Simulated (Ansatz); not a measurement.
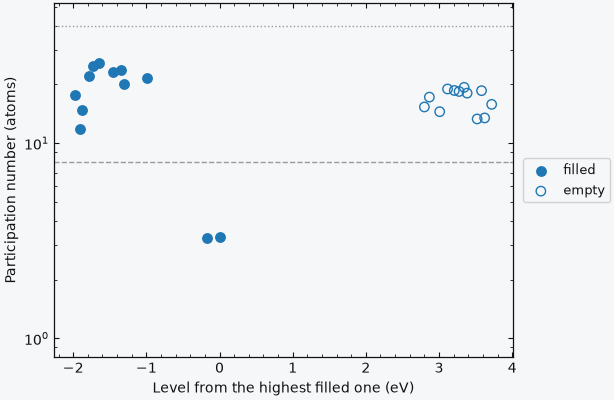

Levels near the gap of a 40-atom cell against the number of atoms over which each spreads (dotted: all atoms; dashed: a fifth of them). Host CsPbBr₃ with B on a site of Cs and B on a site of Cs. System: Cs$_{6}$B$_{2}$Pb$_{8}$Br$_{24}$ (defect cell), 40 atoms in the cell. Level of theory: DFT, HSE06, PAW, plane waves, one k point, (0.25, 0.25, 0.25), 420 eV cutoff; code Ansatz 0.2.0.

2 of the 24 levels shown spread over less than a fifth of the cell: −0.17 eV (filled, over about 3 atoms, mostly B) and 0.00 eV (filled, over about 3 atoms, mostly B). The lowest empty level lies 2.80 eV above the highest filled one.

One k point in a finite cell, so levels carry errors of tenths of an eV.
